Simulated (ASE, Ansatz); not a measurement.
# Random fcc alloy of Ir and Pd (108 atoms): a single point, part 2 of 2

Aim: energy, forces and density of states of random fcc alloy of Ir and Pd (108 atoms) at a fixed geometry.

Ansatz 0.2.0; Kohn-Sham DFT, PBE, PAW (set soft_2), plane waves.

The cell: 40 Pd and 68 Ir. The host structure and its lattice constant were typed by rule, without a check against the phase diagram. The levels lack spin–orbit coupling.

So far. Step 2 (Plane-wave single point): The stored curve holds about 1012 of the 1876 electrons; the rest, give or take the few that broadening carries across the Fermi level, lie in deeper levels below its range.

**2. Plane-wave single point (continued)**

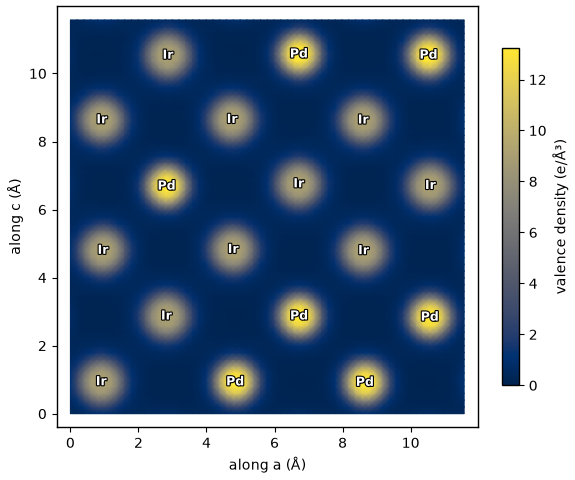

Valence density in the ac plane at fractional y = 0.000, with atoms of Pd and Ir within 0.2 Å of it. It is the smooth field of the valence electrons, not physical close to the nuclei. The map starts off the cell's origin, so that atoms lie inside it.

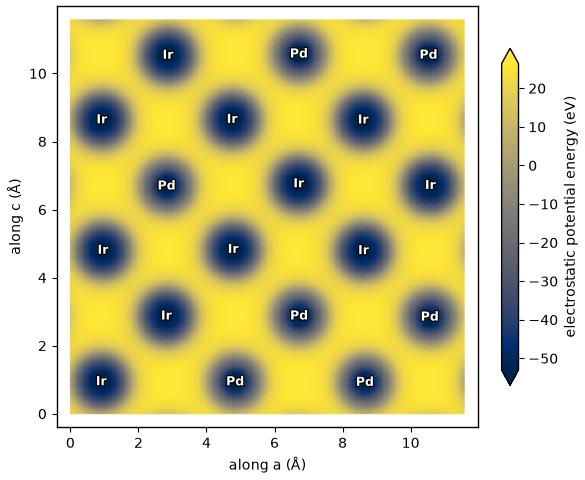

Electrostatic potential energy in the ac plane at fractional y = 0.000, with atoms of Pd and Ir within 0.2 Å of it. With pseudopotentials it is smooth inside the atoms' cores, unlike the true potential. The map starts off the cell's origin, so that atoms lie inside it.

Within 0.4 eV of the Fermi level the largest share is Ir d (70 % of the projected weight).

**3. Local order**

These statistics describe the geometry on which the runs were made.

Density 18.6 g/cm³, 14.35 Å³ an atom.

g(r), total and by pair (bins of 0.2 Å):

| r (Å) | total | Ir-Ir | Ir-Pd | Pd-Pd |
| --- | --- | --- | --- | --- |
| 2.60 | 1.64 | 1.83 | 1.52 | 1.51 |
| 2.80 | 7.59 | 7.33 | 7.81 | 7.50 |
| 3.00 | 0.00 | 0.00 | 0.00 | 0.00 |
| 3.20 | 0.00 | 0.00 | 0.00 | 0.00 |
| 3.40 | 0.00 | 0.00 | 0.00 | 0.00 |
| 3.60 | 0.00 | 0.00 | 0.00 | 0.00 |
| 3.80 | 2.14 | 2.02 | 2.32 | 1.86 |
| 4.00 | 0.17 | 0.17 | 0.18 | 0.10 |
| 4.20 | 0.00 | 0.00 | 0.00 | 0.00 |
| 4.40 | 0.00 | 0.00 | 0.00 | 0.00 |
| 4.60 | 1.20 | 1.25 | 1.18 | 1.17 |
| 4.80 | 4.94 | 4.80 | 5.11 | 4.71 |
| 5.00 | 0.00 | 0.00 | 0.00 | 0.00 |
| 5.20 | 0.00 | 0.00 | 0.00 | 0.00 |
| 5.40 | 2.17 | 2.22 | 2.06 | 2.36 |
| 5.60 | 0.14 | 0.14 | 0.15 | 0.10 |
| 5.80 | 0.00 | 0.00 | 0.00 | 0.00 |
| 6.00 | 1.86 | 1.87 | 1.87 | 1.82 |
| 6.20 | 1.82 | 1.89 | 1.69 | 2.07 |
| 6.40 | 0.00 | 0.00 | 0.00 | 0.00 |
| 6.60 | 0.76 | 0.78 | 0.75 | 0.77 |
| 6.80 | 0.26 | 0.25 | 0.28 | 0.26 |
| 7.00 | 0.00 | 0.00 | 0.00 | 0.00 |
| 7.20 | 5.25 | 5.25 | 5.26 | 5.24 |
| 7.40 | 0.01 | 0.00 | 0.01 | 0.00 |
| 7.60 | 0.18 | 0.15 | 0.22 | 0.13 |
| 7.80 | 0.40 | 0.39 | 0.41 | 0.36 |

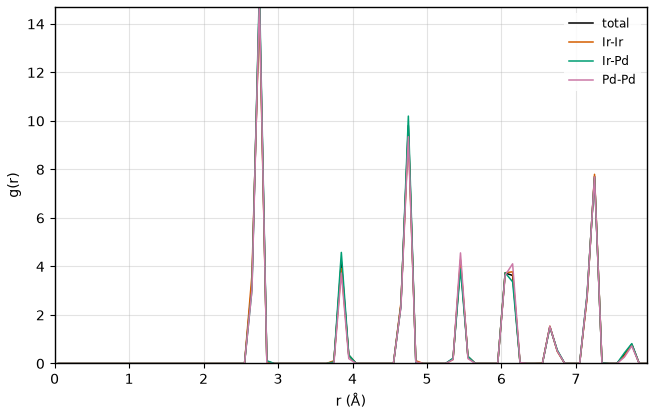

Pair distribution functions, with peaks cut at 14.

Neighbours by pair of elements; one cutoff, the widest of the pairs' first minima of g(r), serves all pairs of this metal:

| pair A-B | cutoff (Å) | bonds | mean length (Å) | spread (Å) | shortest (Å) | B about A | A about B |
| --- | --- | --- | --- | --- | --- | --- | --- |
| Ir-Ir | 3.18 | 255 | 2.73 | 0.03 | 2.65 | 7.5 | 7.5 |
| Ir-Pd | 3.18 | 306 | 2.73 | 0.029 | 2.66 | 4.5 | 7.65 |
| Pd-Pd | 3.18 | 87 | 2.73 | 0.027 | 2.65 | 4.35 | 4.35 |

How many atoms have how many bonded neighbours:

| element | mean | 12 |
| --- | --- | --- |
| Ir | 12 | 68 |
| Pd | 12 | 40 |

For some of the pairs, g(r) has its first main peak near 2.73 Å (Ir-Ir), 2.73 Å (Ir-Pd) and 2.72 Å (Pd-Pd). By these cutoffs all Ir atoms have 12 and all Pd atoms have 12 bonded neighbours.

The surroundings of Pd18, picked at random, nearest first, numbered as they follow in the input and with coordinates relative to it.

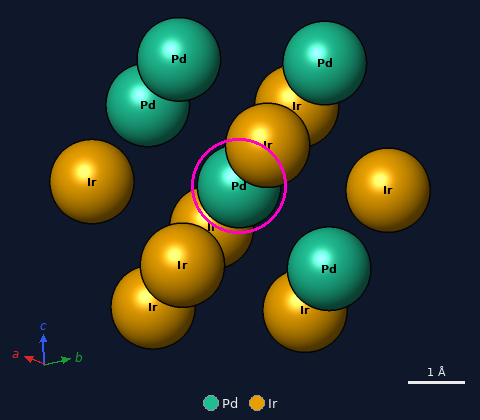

The atoms of the table, within 2.8 Å (arrows a, b, c point along x, y, z); some may hide others; the central atom is ringed.

| atom | x | y | z | distance (Å) | bonds | Fx | Fy | Fz (eV/Å) |
| --- | --- | --- | --- | --- | --- | --- | --- | --- |
| Pd18 | 0.00 | 0.00 | 0.00 | 0.00 | 12 | -0.33 | 0.04 | -0.20 |
| Pd24 | 1.86 | 0.00 | 1.96 | 2.70 | 12 | 0.92 | -0.17 | -0.06 |
| Ir19 | 1.91 | -1.91 | 0.00 | 2.70 | 12 | 0.89 | -0.39 | -0.46 |
| Pd29 | 0.03 | 1.92 | -1.91 | 2.71 | 12 | -0.66 | 0.34 | -0.17 |
| Pd21 | -0.03 | -1.95 | 1.88 | 2.71 | 12 | 0.20 | 0.42 | 0.91 |
| Ir20 | 1.92 | 0.01 | -1.92 | 2.72 | 12 | -0.10 | 0.11 | -0.11 |
| Ir91 | -1.94 | -1.91 | 0.01 | 2.72 | 12 | -1.17 | 0.10 | -0.64 |
| Ir17 | 0.00 | -1.93 | -1.92 | 2.72 | 12 | -0.36 | 0.27 | -0.11 |
| Ir31 | 1.94 | 1.93 | -0.02 | 2.73 | 12 | 0.59 | 0.06 | 0.30 |
| Ir103 | -1.93 | 1.93 | 0.00 | 2.73 | 12 | -0.46 | 0.29 | 0.35 |
| Pd33 | 0.00 | 1.92 | 1.96 | 2.74 | 12 | -0.50 | 0.40 | -0.52 |
| Ir92 | -1.99 | 0.03 | -1.89 | 2.75 | 12 | 0.62 | -0.80 | -0.71 |
| Ir96 | -1.97 | -0.02 | 1.94 | 2.76 | 12 | -0.03 | -0.32 | 0.21 |

The column of bonds counts only the pairs Ir-Ir within 3.18 Å, Ir-Pd within 3.18 Å, Pd-Pd within 3.18 Å; other neighbours, such as metal atoms beside each other in a compound, aren't counted, and periodic images can show an atom twice.

**4. Summary of results**

```
free energy per atom       : -10097.2649 eV/atom
density                    : 18.56 g/cm³
pressure                   : 7.293 GPa
r.m.s. force component     : 0.4372 eV/Å
wall time of the 1 DFT run : 9.5 min
```

In words: 407 levels are partly filled, by over 2 % (on the run's k-points), as in a metal. By these cutoffs all Ir atoms have 12 and all Pd atoms have 12 bonded neighbours.

**Limits.** The geometry was built by rule, was displaced at random and isn't relaxed at this level: its force components are 0.44 eV/Å r.m.s. The pressure of 7.3 GPa says that the cell would expand at this level of theory.

[Logs are printed without paths, hosts, clocks, repeated set-up lines and the standing remarks that a program may print on its own settings, such as how far it seeks lower states.]

[Hosts, paths, dates, database ids (printed as entryN), source tags and the programs' standing remarks are cut or masked in the printed files.]
